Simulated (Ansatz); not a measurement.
**CH4FNSi: density, localisation and related maps**

Input

```
crystal:
  periodic: [false, false, false]
  atoms:
    - { symbol: F, position_ang: [-1.6495, -1.4284, 1.5897] }
    - { symbol: C, position_ang: [-0.6726, -0.7819, 0.9687] }
    - { symbol: "N", position_ang: [-0.9645, -0.1216, -0.1158] }
    - { symbol: Si, position_ang: [0.5124, 0.6464, -0.8459] }
    - { symbol: H, position_ang: [0.3275, -0.9014, 1.4228] }
    - { symbol: H, position_ang: [0.013, 1.3736, -2.0637] }
    - { symbol: H, position_ang: [1.0619, 1.5618, 0.154] }
    - { symbol: H, position_ang: [1.4639, -0.4055, -1.1658] }
basis:
  gaussian: { orbitals: def2-SVP }
hamiltonian:
  xc: pbe0
  dispersion: d4
relax:
  f_tol: 0.02
  max_steps: 50
output:
  orbitals: {}
```

Run with:

```sh
ansatz run input.yaml --threads 1 --pin off --max-ram 2048MiB --backend cpu --events-out ev --progress --plain --runs-dir out
```

The fields are those of the run's last geometry, not of the input's.

Theory: RKS PBE0-D4/def2-SVP in Ansatz 0.2.0.

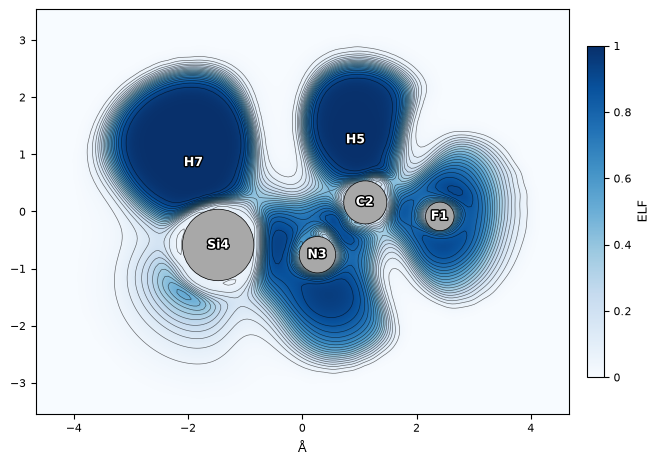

Figure 1. ELF on the plane of atoms F1, C2 and H5. Grey discs cover the atomic cores.

Question: What do the fields say about this system?

Answer: The plane passes through F, C, N, Si and H nuclei. C–N (1.24 Å): the ELF peaks at about 0.90 between the atoms; a multiple bond. C–F (1.33 Å): the ELF peaks at about 0.85 between the atoms (a polar covalent bond). Si–N (1.75 Å): the ELF peaks at about 0.90 between the atoms, as expected for a polar covalent bond. C–H (1.11 Å): the ELF climbs to about 1 towards the hydrogen, as it does in any bond to H; an ordinary covalent bond to hydrogen. Si–H (1.50 Å): the ELF climbs to about 1 towards the hydrogen. The ELF also peaks beside N3 and F1, away from the bonds: lone-pair regions.

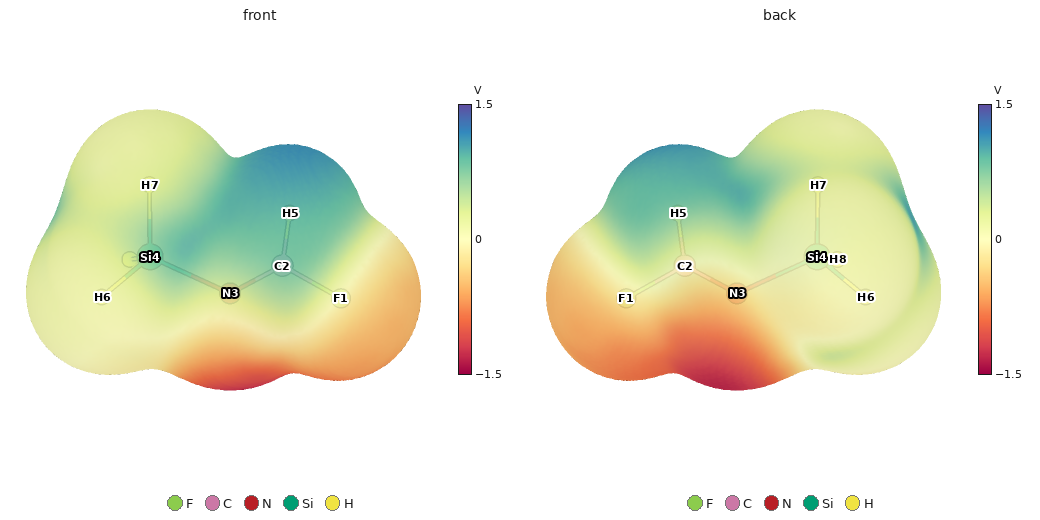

Figure 2. The electrostatic potential painted on the density surface at 0.001 e/bohr³, seen from the front and from behind; red is negative and blue positive.

Question: Where is the surface potential most negative and most positive?

Answer: The most negative region (about −1.3 V, or −30 kcal/mol for a unit charge) lies over N3, the most positive (about +1.1 V, or +25 kcal/mol for a unit charge) over H5. N3 is the likeliest acceptor of a hydrogen bond.

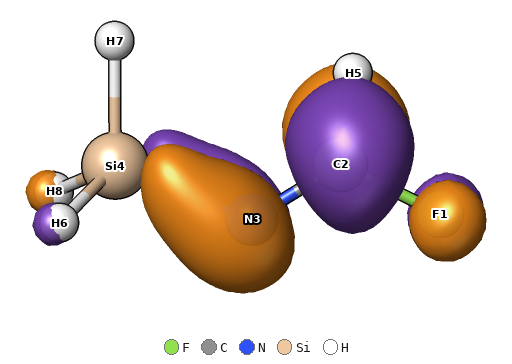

Figure 3. The LUMO at ±0.15 Å⁻³ᐟ² (orange and purple are the two phases), seen at a tilt.

Question: Describe this orbital and give its energy.

Answer: Its weight (Hirshfeld) is mainly on C2 (about 45 %), N3 (about 30 %) and F1 (about 10 %); π-antibonding (π*) across C2–N3. Its energy is −0.47 eV.

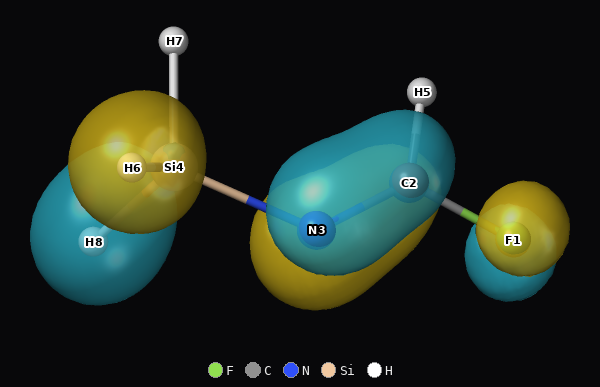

Figure 4. The HOMO−1 at ±0.15 Å⁻³ᐟ² (yellow and cyan are the two phases), seen at a tilt.

Question: What is the character of this orbital?

Answer: By Hirshfeld shares it lies mainly on N3 (about 30 %), Si4 (about 15 %), C2 (about 15 %), H6 (about 10 %), H8 (about 10 %) and F1 (about 10 %). Its energy is −9.02 eV.
